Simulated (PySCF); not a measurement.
**C7H13FOSi: NMR shifts in solvents**

Aim: compute the NMR shifts of C7H13FOSi (`C=C(C)[Si@@]1(OC)CC[C@H]1F`), and see what a dielectric continuum does where one was used.

The runs use PySCF 2.14.0, with density-fitted response routines of our own; the level of theory stands in each step. All values are computed, except where a source is named. Atoms are numbered from 0 throughout.

## 1. The starting structure

23 atoms, charge 0, multiplicity 1; geometry from: GFN2-xTB. The atoms were then displaced at random by about 0.01 Å, so the start is not that level's minimum.

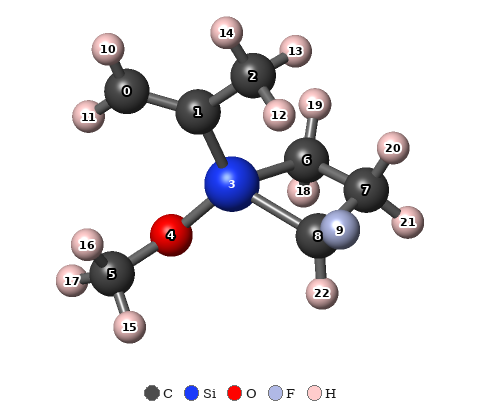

As it starts; carbon dark grey, silicon blue, oxygen red, fluorine light blue, hydrogen pink, atoms numbered.

## 2. Optimising the geometry at PBE0-D3(BJ)/def2-SVP

Job settings and geometry (Å):

```
{"job": {"xc": "PBE0", "basis": "def2-SVP", "d3": "d3bj", "grid": 1, "shake": 0.01, "kind": "geom"}, "charge": 0, "multiplicity": 1}
C      2.388040    -0.910010     0.533560
C      1.454070    -0.348910    -0.278270
C      1.758740    -0.032270    -1.715370
Si    -0.235370     0.103470     0.344690
O     -0.688530    -0.511410     1.784030
C     -0.664250    -1.811840     2.283900
C     -0.796310     1.925320     0.236880
C     -1.556760     1.663140    -1.075870
C     -1.642610     0.130570    -1.002350
F     -1.416120    -0.468710    -2.247420
H      3.353480    -1.130900     0.196420
H      2.166400    -1.095700     1.570940
H      1.070850    -0.549440    -2.379630
H      1.631040     1.037870    -1.881540
H      2.797870    -0.315600    -1.951170
H     -1.571200    -2.328890     2.000540
H      0.202990    -2.355480     1.905030
H     -0.619240    -1.757460     3.380170
H     -1.474190     2.229350     1.039210
H     -0.060570     2.692550     0.142240
H     -0.998230     1.955780    -1.945470
H     -2.535070     2.126930    -1.140260
H     -2.617350    -0.224810    -0.728350
```

Launch:

```sh
$ OMP_NUM_THREADS=1 python probes_run.py task.json out
```

The driver reads the jobs from task.json and runs them one after another.

What it wrote:

```text
step   0  E = -738.08049488  max force = 0.049948
step   1  E = -738.09129613  max force = 0.010619
step   2  E = -738.09191397  max force = 0.004064
step   3  E = -738.09229382  max force = 0.003525
step   4  E = -738.09252619  max force = 0.002294
step   5  E = -738.09289307  max force = 0.003262
step   6  E = -738.09305758  max force = 0.002489
step   7  E = -738.09320708  max force = 0.001424
step   8  E = -738.09328582  max force = 0.001004
step   9  E = -738.09331770  max force = 0.000801
step  10  E = -738.09334657  max force = 0.000445
step  11  E = -738.09335925  max force = 0.000352
optimisation converged
```

It took 5.9 min on 1 thread of Intel Xeon Platinum 8488C, shared host; peak memory 0.96 GiB.

Step by step:

| step | energy from step 0 (eV) | largest force component (eV/Å) |
| --- | --- | --- |
| 0 | 0.0000 | 2.5684 |
| 1 | -0.2939 | 0.5461 |
| 2 | -0.3107 | 0.2090 |
| 3 | -0.3211 | 0.1813 |
| 4 | -0.3274 | 0.1180 |
| 5 | -0.3374 | 0.1677 |
| 6 | -0.3418 | 0.1280 |
| 7 | -0.3459 | 0.0732 |
| 8 | -0.3481 | 0.0516 |
| 9 | -0.3489 | 0.0412 |
| 10 | -0.3497 | 0.0229 |
| 11 | -0.3501 | 0.0181 |

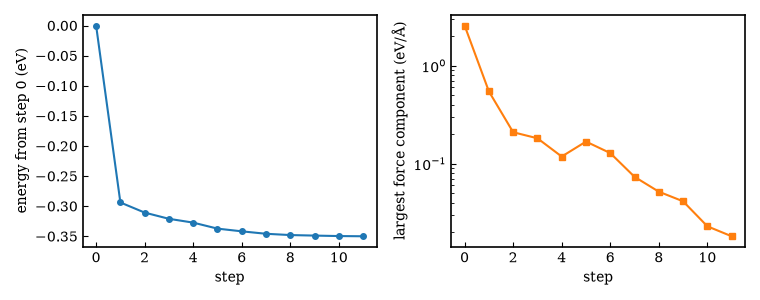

Energy and force, step by step.

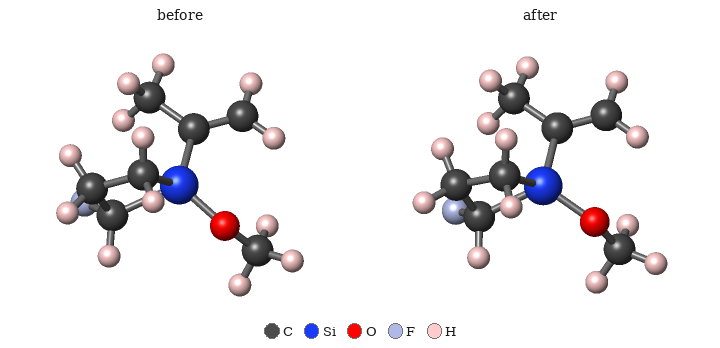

The geometry before (left) and after (right).

Distances of close pairs at the start and the end, largest changes first:

| bond | before (Å) | after (Å) | change (Å) |
| --- | --- | --- | --- |
| C0–H10 | 1.046 | 1.097 | +0.051 |
| Si3–C8 | 1.948 | 1.914 | -0.035 |
| Si3–O4 | 1.629 | 1.663 | +0.033 |
| C8–H22 | 1.073 | 1.106 | +0.032 |
| C6–H19 | 1.067 | 1.098 | +0.031 |
| C7–H20 | 1.074 | 1.102 | +0.028 |
| Si3–C6 | 1.909 | 1.885 | -0.024 |
| C5–H15 | 1.082 | 1.105 | +0.023 |

The final coordinates are the input of the step that follows.

| at the end point | value |
| --- | --- |
| point group (found at 0.08 Å tolerance) | C1 |
| rotational constants (GHz, main isotopes) | 1.257, 0.999, 0.795 |
| dipole moment (D) | 0.78 |

## 3. Nuclear shieldings: PBE0/pcSseg-1 in chloroform

Job settings and geometry (Å):

```
{"job": {"kind": "nmr", "xc": "PBE0", "basis": "pcSseg-1", "solvent": "chloroform", "pop": true}, "charge": 0, "multiplicity": 1}
C      2.337504    -0.680721     0.643903
C      1.429042    -0.221573    -0.229578
C      1.732461    -0.033880    -1.688738
Si    -0.287311     0.183979     0.404467
O     -0.546693    -0.490637     1.902064
C     -0.643537    -1.859868     2.189021
C     -0.867117     1.967432     0.214033
C     -1.443949     1.563905    -1.168031
C     -1.637222     0.050508    -0.945271
F     -1.493435    -0.724117    -2.074987
H      3.355166    -0.944598     0.329082
H      2.104527    -0.802845     1.706418
H      0.994617    -0.560217    -2.314550
H      1.677620     1.031562    -1.970586
H      2.740189    -0.395895    -1.945160
H     -1.583535    -2.290029     1.799330
H      0.197493    -2.437663     1.766135
H     -0.635765    -1.993648     3.281443
H     -1.665736     2.196047     0.936984
H     -0.149792     2.798946     0.211360
H     -0.685891     1.696809    -1.956964
H     -2.346492     2.111003    -1.485514
H     -2.635344    -0.147548    -0.513114
```

With the program's defaults for keys left out, this is: GIAO PBE0/pcSseg-1 NMR shielding, non-relativistic, IEF-PCM chloroform.

What it wrote:

```text
coarse grid: 19464 points
cycle   1  E = -738.2406186007  dE =  1.099e+00  |g| = 7.983e-01  |ddm| = 4.258e+00
cycle   2  E = -738.1323959939  dE =  1.082e-01  |g| = 1.130e+00  |ddm| = 1.584e+00
cycle   3  E = -738.3584125933  dE = -2.260e-01  |g| = 1.343e-01  |ddm| = 1.070e+00
cycle   4  E = -738.3617880320  dE = -3.375e-03  |g| = 4.402e-02  |ddm| = 1.419e-01
cycle   5  E = -738.3621983421  dE = -4.103e-04  |g| = 1.013e-02  |ddm| = 3.978e-02
cycle   6  E = -738.3622151712  dE = -1.683e-05  |g| = 5.220e-03  |ddm| = 1.080e-02
cycle   7  E = -738.3622217205  dE = -6.549e-06  |g| = 8.625e-04  |ddm| = 4.184e-03
final grid: 183032 points
cycle   8  E = -738.4400680596  dE = -4.328e-05  |g| = 1.256e-02  |ddm| = 3.477e-02
cycle   9  E = -738.4400379696  dE =  3.009e-05  |g| = 1.795e-02  |ddm| = 2.175e-02
cycle  10  E = -738.4401014854  dE = -6.352e-05  |g| = 1.864e-03  |ddm| = 1.347e-02
cycle  11  E = -738.4401021861  dE = -7.007e-07  |g| = 2.369e-04  |ddm| = 1.706e-03
cycle  12  E = -738.4401021943  dE = -8.166e-09  |g| = 1.229e-04  |ddm| = 2.628e-04
cycle  13  E = -738.4401021973  dE = -3.023e-09  |g| = 3.635e-05  |ddm| = 1.200e-04
cycle  14  E = -738.4401021976  dE = -2.958e-10  |g| = 9.378e-06  |ddm| = 3.529e-05
converged SCF energy = -738.4401021976

GIAO shielding tensors (ppm)
atom      isotropic    diamagn.    paramagn.     s11        s22        s33       span
  0 C       46.217     253.724    -207.507    -74.080     62.194    150.537    224.617
  1 C       35.680     266.507    -230.827    -81.118     18.987    169.171    250.289
  2 C      159.988     247.158     -87.170    147.931    149.580    182.452     34.521
  3 Si     347.565     882.399    -534.834    322.251    340.849    379.595     57.344
  4 O      313.430     399.792     -86.361    276.968    319.798    343.526     66.558
  5 C      132.564     242.289    -109.724    105.926    107.449    184.318     78.392
  6 C      177.029     258.908     -81.879    164.921    175.393    190.774     25.852
  7 C      158.692     256.275     -97.583    144.047    158.065    173.965     29.918
  8 C       92.644     254.130    -161.486     44.622     74.996    158.315    113.693
  9 F      406.799     475.899     -69.100    345.344    401.406    473.647    128.302
 10 H       25.027      30.026      -4.999     21.661     24.534     28.886      7.225
 11 H       25.309      32.355      -7.046     21.889     23.825     30.214      8.325
 12 H       29.018      30.410      -1.393     23.966     29.686     33.402      9.436
 13 H       29.240      29.779      -0.540     24.982     28.862     33.875      8.892
 14 H       29.331      29.139       0.192     25.439     27.636     34.917      9.478
 15 H       27.471      28.647      -1.176     22.958     25.539     33.917     10.959
 16 H       27.590      29.937      -2.347     22.909     26.693     33.167     10.257
 17 H       27.516      27.195       0.322     23.346     24.633     34.569     11.223
 18 H       30.507      32.081      -1.574     27.002     27.333     37.188     10.186
 19 H       30.177      32.057      -1.880     26.386     27.057     37.088     10.702
 20 H       29.459      32.784      -3.325     26.471     28.285     33.620      7.150
 21 H       28.599      29.566      -0.967     24.298     25.892     35.608     11.310
 22 H       26.224      31.909      -5.686     23.800     26.498     28.373      4.573
```

Run time: 77 s. Hardware: 1 thread of Intel Xeon Platinum 8488C, shared host; peak memory 1.2 GiB.

Shifts follow as δ = σ(reference) − σ, with reference shieldings (ppm) from runs at the same level and on the same kind of geometry: 1H TMS 31.25, 13C TMS 185.2, 29Si TMS 351.9, 19F CFCl3 179.6, 17O H2O 341.0. The references are single molecules in the same continuum, so shifts against H2O, NH3, PH3, H3PO4 or CFCl3 are not on the usual liquid scales and can be off by tens of ppm. Atoms listed in one row are averaged.

| atoms | environment | σ (ppm) | δ (ppm) |
| --- | --- | --- | --- |
| C1 | fully substituted alkene carbon | 35.7 | 149.5 |
| C0 | terminal =CH2 carbon | 46.2 | 138.9 |
| C8 | sp3 CH bonded to F and Si | 92.6 | 92.5 |
| C5 | methyl carbon bonded to O | 132.6 | 52.6 |
| C7 | sp3 CH2 in a ring | 158.7 | 26.5 |
| C2 | allylic methyl carbon | 160.0 | 25.2 |
| C6 | sp3 CH2 bonded to Si | 177.0 | 8.1 |
| H10 | hydrogen on a terminal =CH2 carbon | 25.03 | 6.22 |
| H11 | hydrogen on a terminal =CH2 carbon | 25.31 | 5.94 |
| H22 | hydrogen on an sp3 CH bonded to F and Si | 26.22 | 5.02 |
| H15, H16, H17 | hydrogen on a methyl carbon bonded to O | 27.53 | 3.72 |
| H21 | hydrogen on an sp3 CH2 in a ring | 28.60 | 2.65 |
| H12, H13, H14 | hydrogen on an allylic methyl carbon | 29.20 | 2.05 |
| H20 | hydrogen on an sp3 CH2 in a ring | 29.46 | 1.79 |
| H19 | hydrogen on an sp3 CH2 bonded to Si | 30.18 | 1.07 |
| H18 | hydrogen on an sp3 CH2 bonded to Si | 30.51 | 0.74 |
| Si3 | silicon bonded to 3 C, O, in a 4-membered ring | 347.6 | 4.3 |
| O4 | oxygen bonded to C, Si | 313.4 | 27.5 |
| F9 | fluorine on an sp3 carbon | 406.8 | -227.2 |

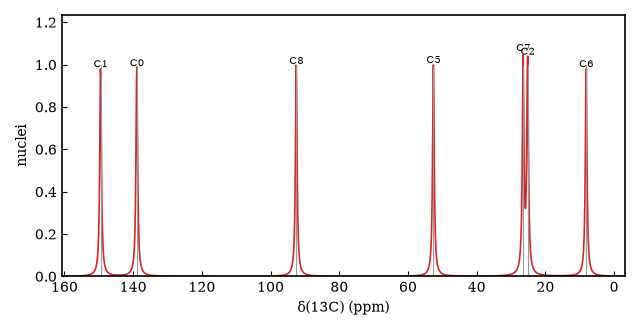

13C lines at the computed shifts, without couplings. Lines are broadened to a width of 0.57 ppm (Lorentzian).

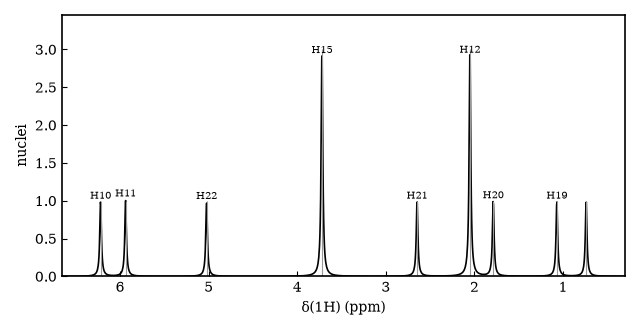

1H lines at the computed shifts, without couplings. Lines are broadened to a width of 0.02 ppm (Lorentzian).

The run also stored atomic charges by several schemes (e):

| atoms | Mulliken | IAO | Hirshfeld | ESP fit |
| --- | --- | --- | --- | --- |
| C0 | -0.12 | -0.30 | -0.10 | -0.60 |
| C1 | -0.64 | -0.27 | -0.09 | 0.26 |
| C2 | -0.21 | -0.41 | -0.12 | -0.64 |
| Si3 | 1.23 | 1.22 | 0.42 | 0.46 |
| O4 | -0.66 | -0.63 | -0.24 | -0.42 |
| C5 | -0.03 | -0.20 | -0.03 | -0.10 |
| C6 | -0.56 | -0.57 | -0.17 | -0.52 |
| C7 | -0.27 | -0.27 | -0.08 | 0.00 |
| C8 | -0.12 | -0.12 | -0.04 | 0.08 |
| F9 | -0.34 | -0.33 | -0.13 | -0.30 |

ESP fit charges:

C0 -0.60; C1 0.26; C2 -0.64; Si3 0.46; O4 -0.42; C5 -0.10; C6 -0.52; C7 0.00; C8 0.08; F9 -0.30; H10 0.22; H11 0.22; H12 0.19; H13 0.19; H14 0.18; H15 0.09; H16 0.08; H17 0.11; H18 0.16; H19 0.15; H20 0.06; H21 0.04; H22 0.10

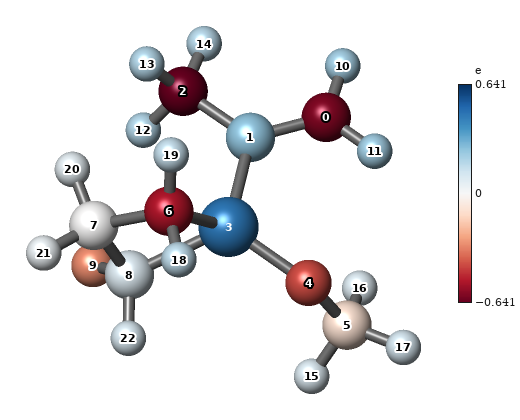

ESP fit charges, as colours on the atoms.

Mayer bond orders: C0–C1 1.97, C1–C2 1.05, C1–Si3 0.81, Si3–O4 0.98, O4–C5 0.88, Si3–C6 0.92, C6–C7 1.00, C7–C8 0.99, C8–F9 0.83, C8–Si3 0.82.

Ring of atoms Si3, C6, C7, C8: NICS(0) -6.8, NICS(1) -3.8, NICS(1)zz -2.7 ppm (means of both faces; NICS(1) differs between them: -5.0 and -2.5).

## 4. Nuclear shieldings: PBE0/pcSseg-1 in cyclohexane

Settings changed since step 3:

```diff
@@ -1,2 +1,2 @@
-{"job": {"kind": "nmr", "xc": "PBE0", "basis": "pcSseg-1", "solvent": "chloroform", "pop": true}, "charge": 0, "multiplicity": 1}
+{"job": {"kind": "nmr", "xc": "PBE0", "basis": "pcSseg-1", "solvent": "cyclohexane", "pop": false}, "charge": 0, "multiplicity": 1}
 C      2.337504    -0.680721     0.643903
```

Method: GIAO PBE0/pcSseg-1 NMR shielding, non-relativistic, IEF-PCM cyclohexane.

What it wrote:

```text
coarse grid: 19464 points
cycle   1  E = -738.2365750949  dE =  1.103e+00  |g| = 8.020e-01  |ddm| = 4.258e+00
cycle   2  E = -738.1229906897  dE =  1.136e-01  |g| = 1.145e+00  |ddm| = 1.619e+00
cycle   3  E = -738.3558861428  dE = -2.329e-01  |g| = 1.378e-01  |ddm| = 1.100e+00
cycle   4  E = -738.3594530675  dE = -3.567e-03  |g| = 4.556e-02  |ddm| = 1.480e-01
cycle   5  E = -738.3598882041  dE = -4.351e-04  |g| = 1.108e-02  |ddm| = 4.202e-02
cycle   6  E = -738.3599085917  dE = -2.039e-05  |g| = 5.678e-03  |ddm| = 1.207e-02
cycle   7  E = -738.3599164474  dE = -7.856e-06  |g| = 9.475e-04  |ddm| = 4.703e-03
final grid: 183032 points
cycle   8  E = -738.4377740925  dE = -4.301e-05  |g| = 1.258e-02  |ddm| = 3.481e-02
cycle   9  E = -738.4377429523  dE =  3.114e-05  |g| = 1.809e-02  |ddm| = 2.198e-02
cycle  10  E = -738.4378075677  dE = -6.462e-05  |g| = 1.891e-03  |ddm| = 1.372e-02
cycle  11  E = -738.4378082918  dE = -7.241e-07  |g| = 2.470e-04  |ddm| = 1.758e-03
cycle  12  E = -738.4378083004  dE = -8.629e-09  |g| = 1.336e-04  |ddm| = 2.779e-04
cycle  13  E = -738.4378083042  dE = -3.714e-09  |g| = 3.742e-05  |ddm| = 1.319e-04
cycle  14  E = -738.4378083045  dE = -3.140e-10  |g| = 1.040e-05  |ddm| = 3.799e-05
converged SCF energy = -738.4378083045

GIAO shielding tensors (ppm)
atom      isotropic    diamagn.    paramagn.     s11        s22        s33       span
  0 C       46.448     253.641    -207.193    -73.810     63.103    150.051    223.861
  1 C       35.899     266.438    -230.539    -80.891     19.339    169.250    250.141
  2 C      159.802     247.074     -87.272    147.657    149.509    182.241     34.583
  3 Si     347.715     882.332    -534.617    322.384    340.812    379.948     57.564
  4 O      312.878     399.559     -86.681    275.789    319.675    343.170     67.381
  5 C      132.596     242.233    -109.637    106.178    107.609    184.002     77.824
  6 C      176.800     258.810     -82.010    164.590    175.226    190.584     25.994
  7 C      158.463     256.188     -97.724    143.855    157.857    173.677     29.823
  8 C       92.867     253.907    -161.040     45.039     75.489    158.074    113.034
  9 F      404.627     475.593     -70.966    342.927    399.107    471.847    128.920
 10 H       25.087      30.061      -4.973     21.706     24.615     28.941      7.235
 11 H       25.347      32.382      -7.035     21.930     23.856     30.255      8.325
 12 H       28.958      30.319      -1.361     23.907     29.616     33.350      9.443
 13 H       29.311      29.843      -0.532     25.059     28.951     33.923      8.864
 14 H       29.378      29.162       0.216     25.506     27.693     34.937      9.431
 15 H       27.518      28.701      -1.183     22.997     25.598     33.960     10.963
 16 H       27.624      29.985      -2.361     22.940     26.742     33.190     10.250
 17 H       27.543      27.227       0.316     23.383     24.671     34.575     11.191
 18 H       30.526      32.113      -1.587     27.039     27.365     37.174     10.135
 19 H       30.208      32.091      -1.883     26.432     27.100     37.091     10.659
 20 H       29.507      32.806      -3.299     26.529     28.350     33.641      7.112
 21 H       28.629      29.619      -0.990     24.352     25.921     35.614     11.263
 22 H       26.309      31.960      -5.651     23.885     26.598     28.445      4.560
```

It took 72 s on 1 thread of Intel Xeon Platinum 8488C, shared host; peak memory 1.2 GiB.

This run: δ C1 148.9, C0 138.4, C8 92.0, C5 52.2, H10 6.17, H11 5.91 ppm.

## 5. Comparing the runs: NMR shifts

Shifts (ppm) of some atoms, chosen among heavy atoms and hydrogens apart, with basis size and wall time:

| run | C1 | C0 | C8 | H10 | H22 | O4 | F9 | functions | time |
| --- | --- | --- | --- | --- | --- | --- | --- | --- | --- |
| PBE0/pcSseg-1 in chloroform | 149.5 | 138.9 | 92.5 | 6.22 | 5.02 | 27.5 | -227.2 | 242 | 77 s |
| PBE0/pcSseg-1 in cyclohexane | 148.9 | 138.4 | 92.0 | 6.17 | 4.95 | 25.4 | -226.1 | 242 | 72 s |

The continuum's effect on the ground state:

| solvent | ε | polarisation energy (Eh) | μ (D) |
| --- | --- | --- | --- |
| cyclohexane | 2.02 | -0.0029 | 0.89 |
| chloroform | 4.71 | -0.0055 | 0.90 |

## 6. Summary of results

| quantity | value |
| --- | --- |
| point group | C1 |
| rotational constants (main isotopes) | 1.26, 1.00, 0.79 GHz |
| 13C shifts against TMS (PBE0/pcSseg-1, chloroform) | 149.5, 138.9, 92.5, 52.6, 26.5, 25.2, 8.1 ppm |
| 1H shifts against TMS (PBE0/pcSseg-1, chloroform, means over atoms taken as alike) | 6.22, 5.94, 5.02, 3.72, 2.65, 2.05, 1.79, 1.07, 0.74 ppm |
| 29Si shifts against TMS (PBE0/pcSseg-1, chloroform) | 4.3 ppm |
| 17O shifts against H2O (PBE0/pcSseg-1, chloroform) | 27.5 ppm |
| 19F shifts against CFCl3 (PBE0/pcSseg-1, chloroform) | -227.2 ppm |
| range of the shift of O4 | 25.4 to 27.5 ppm |

Over 11 steps the energy fell by 0.350 eV; of the close pairs, C0–H10 changed most, 1.046 to 1.097 Å. The most deshielded carbon is C1 (fully substituted alkene carbon), at 149.5 ppm: an sp2 carbon of a C=C bond. At PBE0/pcSseg-1: The largest span, 250 ppm, is at C1, where the paramagnetic term is -231 ppm. Across the 2 runs the shift of O4 moves most, between 25.4 (PBE0/pcSseg-1 in cyclohexane) and 27.5 ppm (PBE0/pcSseg-1 in chloroform). Most of that comes from the computed reference, not from the atom's own shielding. The continuum holds electrostatics alone: no hydrogen bonds to the solvent, and the gas-phase geometry is kept.
